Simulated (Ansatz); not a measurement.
# Lattice dynamics of SnSe2 monolayer (1T)

Aim: the phonons of SnSe2 monolayer (1T) at a cell relaxed beforehand at this level. After the zone centre comes a 3×3×1 q mesh on a 9×9×1 k mesh.

Calculated with Ansatz 0.2.0; DFT PBE, scalar-relativistic, plane waves, PAW.

## (1) The starting structure

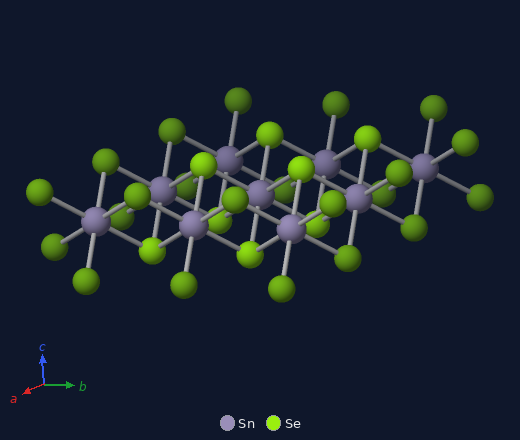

The starting structure, seen from a free direction (tin purple, selenium green). 2×2×1 cells are drawn. Some periodic images of atoms are drawn too.

The cell holds 3 atoms: 1 Sn and 2 Se. Cell: a = 3.868 Å, b = 3.868 Å, c = 29.927 Å, α = 90.0°, β = 90.0°, γ = 120.0°. Vacuum lies along c.

## (2) Linear response at the zone centre

The cell comes from relaxations at this level that are not shown. The zone centre comes first: it holds the modes that light can see, as far as symmetry allows. The response to a homogeneous field gives the Born charges and the dielectric tensor, and its change with displacement the Raman tensors.

Contents of input.yaml:

```yaml
crystal:
  lattice:
    - [3.8684807293, 0.0, 0.0]
    - [-1.9342403647, 3.3502025856, 0.0]
    - [0.0, 0.0, 29.9272]
  atoms:
    - { symbol: Sn, position: [0.0, 0.0, 0.3341441899] }
    - { symbol: Se, position: [0.3333333333, 0.6666666667, 0.3874413342] }
    - { symbol: Se, position: [0.6666666667, 0.3333333333, 0.2808470456] }
  periodic: [true, true, false]
kpoints:
  mp_grid: { grid: [9, 9, 1] }
hamiltonian:
  xc: pbe
scf:
  occupations: { method: fixed }
output:
  eigenvalues: true
phonons:
  method: dfpt
  dielectric: true
  raman: true
```

Launch:

```sh
$ ansatz run input.yaml --threads 8 --pin off --max-ram 14336MiB --backend cpu --events-out ev --progress --plain --runs-dir out
```

Numbers of over 12 decimals in the logs are rounded to 6 here.

What it wrote:

```text
Warning: phonons.dielectric: true without phonons.rigid_motions: the static dielectric tensor ε⁰ will be withheld (ε∞, Z* and the rows of modes are given); for a crystal or a slab, whose only rigid motions are the translations, set phonons.rigid_motions: translations
Warning: crystal.symmetry: narrowed to the stabiliser of the run's FFT grids — unitary ops 12 → 6. A phonons.method: dfpt run fills in the rows of the dynamical matrix that it does not solve by its symmetry operations, which is exact only for operations that map its FFT grids onto themselves: filled in by any other, the frequencies could depend on the order in which like atoms are typed, or, by more than the grids' own error, on where the crystal sits among the grids' points. Excluded: 6 operations. The run can therefore solve more perturbations, solve them on more k-points, or both, and cost more. [rest of the remark cut]
Engine: ansatz 0.2.0, aarch64-unknown-linux-gnu
Pseudopotentials: kind: paw
Pseudopotential: Sn, paw, valence charge 14, recommended cutoff 420 eV (normal), Sn.paw.azcp
Pseudopotential: Se, paw, valence charge 16, recommended cutoff 420 eV (normal), Se.paw.azcp
Functional definition: PBE
  parameter kappa = 0.804
  parameter beta = 0.066725
  exchange = pbe_x(kappa = kappa, mu = beta*pi^2/3)
  correlation = pbe_c(beta = beta)
Crystal: 3 atoms, lattice volume = 387.862 Å³
Basis set: ecut = 420 eV, 7673 PW (Γ), exchange–correlation on 54×54×432 points (8 copies of the dense FFT grid, shifted against one another)
Bands: 28, of which v1, the nominal top of the filled ones, is band 23 counted from 1 (22 counted from 0)
Symmetry: 12 space group operations
k-points: 25 of 81 (irreducible under 2 space group operations, time reversal used)
Non-local potential: Sn, projectors of the file, l = 0: 2, l = 1: 2, l = 2: 2, l = 3: 2
Non-local potential: Se, projectors of the file, l = 0: 2, l = 1: 2, l = 2: 3, l = 3: 1
PAW form: soft (Blöchl's): semilocal exchange-correlation on the pseudo side does not see the compensation charge
PAW one-centre angular grid: Sn, 590 points (default); XC on 64 Gauss nodes
PAW one-centre angular grid: Se, 590 points (default); XC on 64 Gauss nodes
Initial density: superposition of atomic densities (neutral atoms: chi_scale 0, normalization atom), corrected by the library's trained network
Initial wavefunctions: pseudopotential atomic-orbital guess
Functional: x = pbe(κ = 0.804, μ = 0.219515), c = pbe(β = 0.066725)
SCF iter   1: F=—  HF=-16963.387412 eV  |F-HF|=—  |Δ(HF+E_count)|=         —  Δρ=6.48e-4  dr2=4.16e-3  ethr=1.77e-3  ⟨swp⟩=7.2  Hψ=2955  notcnv=0  defer=72
preconditioner: auto → Resta (q_TF=auto, 1.912 Å⁻¹)  ε∞=1.6  [insulator: Δε(μ)=0.847 eV  Ē_g=9.729 eV  n_scr=36 (ndim 8)  ℏωp=7.5 eV  f_vac=0.772  ε∞_Penn≈1.6  vacuum switching on, ρ_ref=6.9e-3 e/Å³]
SCF iter   2: F=—  HF=-16963.384526 eV  |F-HF|=—  |Δ(HF+E_count)|=   2.89e-3  Δρ=3.94e-4  dr2=9.56e-4  ethr=9.04e-6  ⟨swp⟩=5.7  Hψ=2012  notcnv=0  defer=74
SCF iter   3: F=—  HF=-16963.384735 eV  |F-HF|=—  |Δ(HF+E_count)|=   2.09e-4  Δρ=2.08e-4  dr2=1.08e-4  ethr=2.08e-6  ⟨swp⟩=2.2  Hψ=889  notcnv=0  defer=74
SCF iter   4: F=—  HF=-16963.385148 eV  |F-HF|=—  |Δ(HF+E_count)|=   4.12e-4  Δρ=5.37e-5  dr2=8.41e-6  ethr=2.35e-7  ⟨swp⟩=3.0  Hψ=1216  notcnv=0  defer=74
SCF iter   5: F=—  HF=-16963.385157 eV  |F-HF|=—  |Δ(HF+E_count)|=   9.09e-6  Δρ=1.17e-5  dr2=6.02e-7  ethr=1.83e-8  ⟨swp⟩=3.2  Hψ=1214  notcnv=0  defer=75
SCF iter   6: F=—  HF=-16963.385202 eV  |F-HF|=—  |Δ(HF+E_count)|=   4.56e-5  Δρ=2.46e-6  dr2=2.39e-8  ethr=1.31e-9  ⟨swp⟩=3.1  Hψ=1290  notcnv=0  defer=74
SCF iter   7: F=—  HF=-16963.385203 eV  |F-HF|=—  |Δ(HF+E_count)|=   1.20e-7  Δρ=3.31e-7  dr2=3.58e-10  ethr=5.20e-11  ⟨swp⟩=2.8  Hψ=1153  notcnv=0  defer=74
SCF iter   8: F=-16963.385203 eV  HF=-16963.385203 eV  |F-HF|=7.28e-11  |Δ(HF+E_count)|=   9.20e-9  Δρ=4.94e-8  dr2=1.04e-11  ethr=1.00e-12  ⟨swp⟩=27.8  Hψ=6978  notcnv=0
SCF 1 converged in 8 iterations: F = -16963.385203 eV  dr2 = 1.04e-11
  greatest PAW one-centre occupation: 1.000 electrons in one spin orbital (limit 2), on the Se atom at site 2 (counted from 0), in its partial waves of l = 2
NSCF: frozen V_eff on 2 k-points
DFPT response loops at Γ: preconditioner auto → none (the input reference at scf.mixing.eps_inf says where Resta's filter doesn't serve); β = 0.50; Broyden in place of MSR1
── the response to a field inside a basis, on 16×16×2 k-points: an SCF that follows is theirs, and a resumed run solves both again ──
Bands: 24, of which v1, the nominal top of the filled ones, is band 23 counted from 1 (22 counted from 0)
k-points: 136
Initial density: handed on by an earlier stage of this run
Initial wavefunctions: pseudopotential atomic-orbital guess (no wavefunctions were taken with the density)
Eigensolver: Dense (136 Hₖ)
SCF iter   1: F=—  HF=-16963.374768 eV  |F-HF|=—  |Δ(HF+E_count)|=         —  Δρ=4.99e-5  dr2=3.94e-6  ethr=1.00e-1
preconditioner: auto → Resta (q_TF=auto, 1.912 Å⁻¹)  ε∞=2.3  [insulator: Δε(μ)=0.820 eV  Ē_g=6.566 eV  n_scr=36 (ndim 8)  ℏωp=7.5 eV  f_vac=0.771  ε∞_Penn≈2.3  vacuum switching on, ρ_ref=3.1e-3 e/Å³]
SCF iter   2: F=—  HF=-16963.374772 eV  |F-HF|=—  |Δ(HF+E_count)|=   3.65e-6  Δρ=2.59e-5  dr2=1.09e-6  ethr=8.56e-9
SCF iter   3: F=—  HF=-16963.374773 eV  |F-HF|=—  |Δ(HF+E_count)|=   1.64e-6  Δρ=5.71e-6  dr2=1.45e-7  ethr=2.37e-9
SCF iter   4: F=—  HF=-16963.374773 eV  |F-HF|=—  |Δ(HF+E_count)|=   5.97e-8  Δρ=1.15e-6  dr2=5.46e-9  ethr=3.14e-10
SCF iter   5: F=—  HF=-16963.374773 eV  |F-HF|=—  |Δ(HF+E_count)|=   1.77e-8  Δρ=3.95e-7  dr2=6.13e-10  ethr=1.19e-11
SCF iter   6: F=-16963.374773 eV  HF=-16963.374773 eV  |F-HF|=1.82e-11  |Δ(HF+E_count)|=   2.43e-9  Δρ=6.77e-8  dr2=2.57e-11  ethr=1.33e-12
SCF 1 converged in 6 iterations: F = -16963.374773 eV  dr2 = 2.57e-11
DFPT response loops at Γ: mixed as the last ones told, above
DFPT response loops at Γ: mixed as the last ones told, above
SCF converged after 8 iterations
Free energy (F): -16963.385203 eV
Harris-Foulkes:  -16963.385203 eV  (|F-HF|=7.28e-11)
Internal energy: -16963.385203 eV  (E = F + TS)
E sigma→0 (E₀):  -16963.385203 eV
Fermi energy:    -6.049167 eV
--- Per-component energies (eV) ---
  E_band       = -1499.597619
  E_kinetic    = 422.943389
  E_local      = -92308.332597  (includes V_loc(G=0)·N_el)
  E_nonlocal   = -1222.398077
  E_hartree    = 45911.566747
  E_xc         = -588.772516
  E_vxc        = -289.859757  (∫ρ·V_xc dr)
  E_paw        = -7963.818608  (= ΣΔE_a)
  E_vpaw       = 74.917518  (= ΣTr[D̂ρ^β])
  E_aug_tail   = -0.001206  (compensation charges beyond the density's cutoff)
  E_ewald      = 38785.427664
  E_smearing   = -0.000000  (= −TS)
  E_closure    = -0.000000  (closes the sum)
  Σ components = -16963.385203   (vs F -16963.385203, Δ=0.00e0)
--- Band table (eV; the first three rows and the last of 25) ---
  k-point 0: bands = [... 19 lower, -6.5110, -6.5110, -6.1316, -6.1316, -4.5437, -2.9959, -1.4768, -1.4768, ... 1 higher]
  k-point 1: bands = [... 19 lower, -7.0325, -6.8687, -6.6983, -6.0492, -4.0065, -2.3864, -1.5998 (-1.5998°), -1.2105, ... 1 higher]
  k-point 2: bands = [... 19 lower, -7.6692, -7.4342, -6.8510, -6.1060, -4.0826, -2.0726, -0.7077 (-0.7077°), -0.6950, ... 1 higher]
  k-point 24: bands = [... 19 lower, -9.0936, -8.0646, -7.1878, -6.4566, -4.0826, -1.3077, -0.5684, -0.1409, ... 1 higher]
  ° read free of the cell's end (the report's vacuum.weakly_bound_levels)
--- Phonons (Γ-DFPT): 6 representative perturbations + reference, on 25 of 81 k-points (Σ response iterations 22) ---
  ASR residual: 2.338e-4 → 0.000e0 eV/Å²; symmetrization residual: 1.111e-4 eV/Å²
  The last average, over the group as it would stand without the narrowing to the FFT grids, took up to 9.574e-6 eV/Å² of the zone centre's force constants
  ASR residual per site (eV/Å²): 2.34e-4 4.47e-5 5.98e-5
  Γ frequencies (cm⁻¹): 0.00 0.00 0.00 104.35 104.35 137.54 137.54 176.66 247.98
  ε∞ (high-frequency dielectric tensor):
        3.093715     0.000000     0.000000
        0.000000     3.093715     0.000000
        0.000000    -0.000000     1.176869
  α∞ (the layer's polarisability for a field applied outside it; Å, Gaussian; ε∞ is over the cell's 29.927 Å):
        4.986247     0.000000     0.000000
        0.000000     4.986247     0.000000
        0.000000    -0.000000     0.421218
  ε⁰ (static dielectric tensor): not given — the deck does not say what the cell's rigid motions are, and on a molecule in a box or a wire the rigid rotations would enter the sum over the modes at Γ. For a crystal or a slab, whose only rigid motions are the translations, set phonons.rigid_motions: translations.
  Born effective charges Z* (e; rows j = field, columns β = displacement):
    site 0:
         4.98662    0.00000    0.00000
         0.00000    4.98662   -0.00000
         0.00000   -0.00000    0.28931
    site 1:
        -2.49331   -0.00000   -0.00000
        -0.00000   -2.49331    0.00000
        -0.00000    0.00000   -0.14466
    site 2:
        -2.49331   -0.00000   -0.00000
        -0.00000   -2.49331    0.00000
        -0.00000    0.00000   -0.14466
  Z* charge neutrality: 1.742e-3 e pre-enforcement
  solved inside a basis spanned on kpoints, on 16×16×2 k-points transformed towards the longest dipole: ε∞ is read to err by 1.2e-2, Z* by 4.9e-2 e (field_mesh: kpoints solves on kpoints); Z* is corrected for what the basis lacks
  Raman tensors (in the event stream and the table raman_tensors.tsv): an entry may err by 7.4e-1 Å², one of the second-order susceptibility by 1.8e-19 pm/V (basis, points and sum rule); their sum over the sites missed zero by 7.105e-15 Å² ahead of its enforcement
  optical modes at Γ without the LO–TO term, one row a degenerate level:
      ω (cm⁻¹)  modes    IR ((D/Å)²/amu)  static Raman (Å⁴/amu)  depolarisation
        104.35      2             0.0000                52.9162           0.750
        137.54      2            16.9298                 0.0000               —
        176.66      1             0.0000              1108.5655           0.117
        247.98      1             0.0285                 0.0000               —
```

The job ended after 10 min (8 threads of Arm Neoverse V2, shared host; peak memory 4 GiB; 75 min of CPU time).

Numbers from this step:

- gap on the k-mesh: 0.8462 eV
- sum-rule residual before enforcement: 2.34e-4 eV/Å²
- miss of the charge sum rule: 0.001742 e
- estimated error of the dielectric tensor: 0.01246
- estimated error of the Born charges: 0.04851 e
- point group: -3m
- area per atom: 4.32 Å²
- highest optical mode at the zone centre (no LO-TO term): 248.0 cm⁻¹
- lowest optical zone-centre mode: 104.3 cm⁻¹
- largest Born charge (third of the trace): 3.421 e

Without the LO-TO term. Patterns of degenerate modes are one choice out of their space. Modes at Γ, with each element's share of the kinetic energy:

```csv
mode,frequency (cm⁻¹),symmetry,Sn %,Se %
1,0.0,acoustic,43,57
2,0.0,acoustic,43,57
3,0.0,acoustic,43,57
4,104.3,Eg,0,100
5,104.3,Eg,0,100
6,137.5,Eu,57,43
7,137.5,Eu,57,43
8,176.7,A1g,0,100
9,248.0,A2u,57,43
```

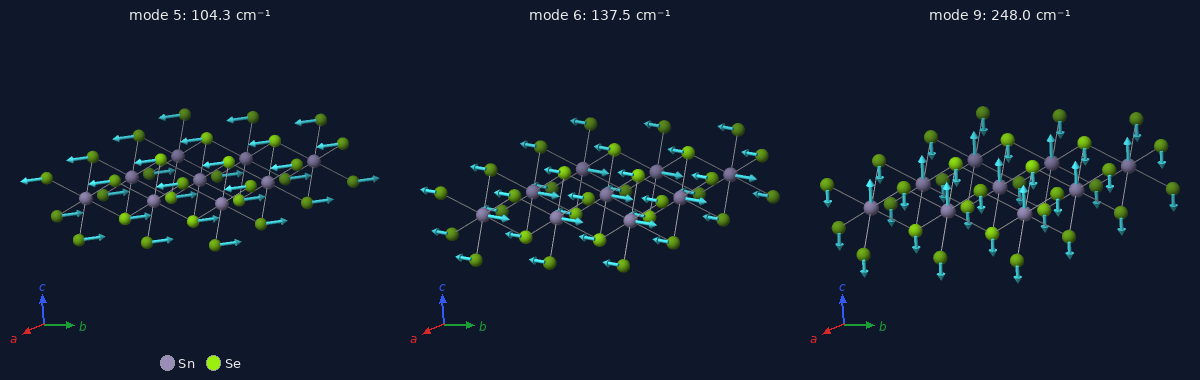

Displacement patterns of modes 5, 6 and 9 at Γ; arrows are exaggerated. 2×2×1 cells are drawn. Some periodic images of atoms are drawn too.

High-frequency dielectric tensor, averaged over the cell of height 29.9 Å or as lengthened by the program, vacuum included. Tensor:

```csv
,x,y,z
x,3.094,0,0
y,0,3.094,0
z,0,0,1.177
```

Born charge (rows field, columns displacement) (e), principal values of the symmetric part by kind of site:

```csv
atom,atoms with these values,low,middle,high,mean
Sn1,1,0.29,4.99,4.99,3.42
Se2,2,-2.49,-2.49,-0.14,-1.71
```

In full for Sn1:

```
4.99 0.00 0.00
0.00 4.99 0.00
0.00 0.00 0.29
```

Transverse modes. Infrared lines, with heights relative to the strongest:

```csv
position (cm⁻¹),label,relative intensity
104,Eg,0.0
138,Eu,100
177,A1g,0.0
248,A2u,0.2
```

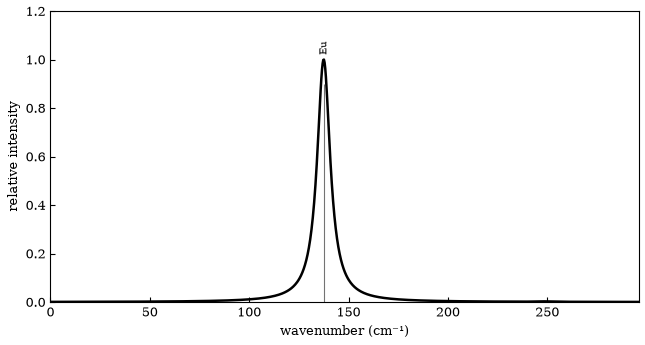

The infrared spectrum, broadened with Lorentzians of width 8 cm⁻¹; bars mark the lines.

Activity x (w_L - w)^4 (n + 1)/w, 532 nm, 300 K; the tensors are static ones, while 532 nm light lies above the computed direct gap, where resonance would change the heights. Raman lines, with heights relative to the strongest:

```csv
position (cm⁻¹),label,relative intensity
104,Eg,12
138,Eu,0.0
177,A1g,100
248,A2u,0.0
```

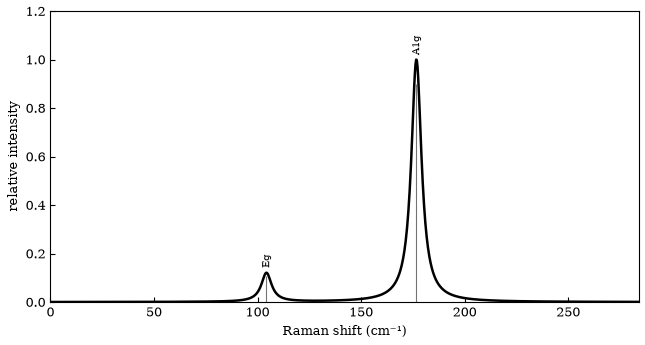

The Raman spectrum, broadened with Lorentzians of width 6 cm⁻¹; bars mark the lines.

Before it was imposed, the acoustic sum rule was missed by 2.3e-4 eV/Å² and the charge sum rule by 0.0017 e. Small misses are needed for a sound result but don't prove that mesh and cutoff are converged. The lowest optical mode is real, 104 cm⁻¹.

(Part 1 of 2 ends here.)

[Logs are printed without paths, hosts, clocks, repeated set-up lines and the standing remarks that a program may print on its own settings, such as how far it seeks lower states.]

[Hosts, paths, dates, database ids (printed as entryN), source tags and the programs' standing remarks are cut or masked in the printed files.]
